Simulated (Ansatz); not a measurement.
TiGeSe$_{3}$

```xyz
5
Lattice="4.8560 0.0000 0.0000 0.0000 4.8560 0.0000 0.0000 0.0000 4.8560" Properties=species:S:1:pos:R:3 pbc="T T T"
Ti    0.0000    0.0000    0.0000
Ge    2.4280    2.4280    2.4280
Se    0.0000    2.4280    2.4280
Se    2.4280    0.0000    2.4280
Se    2.4280    2.4280    0.0000
```

Space group Pm-3m; a structure from a database of computed crystals, not necessarily the ambient phase; started from the KZnF3-221 prototype, which need not be the ambient phase; computed without spin polarisation.

These are results of Ansatz, DFT, r2SCAN+rVV10, plane waves, PAW, not measurements.

### Predict the valence pseudo-density and electron localisation function between the atoms.

Ge–Se (2.43 Å): the density is about 0.56 e/Å³ at the midpoint, with its minimum of 0.47 e/Å³ about 1.1 Å from Ge; the ELF is about 0.65 at the midpoint.
Ti–Se (3.43 Å): ρ is about 0.1 e/Å³ halfway, with its minimum of 0.08 e/Å³ about 1.5 Å from Ti; the ELF is about 0.45 at the midpoint and 0.05 at its lowest between the atoms.

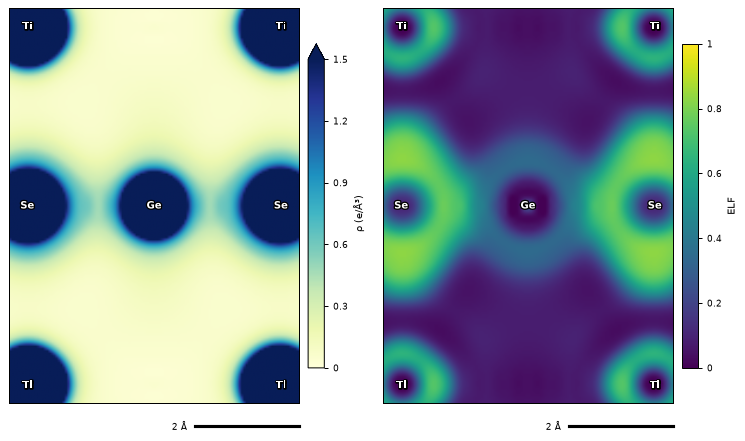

Computed valence pseudo-density and electron localisation function on the (101) plane of the conventional cell, in this order. 

Core electrons are frozen (PAW), and the valence fields are smoothed inside the atomic spheres.
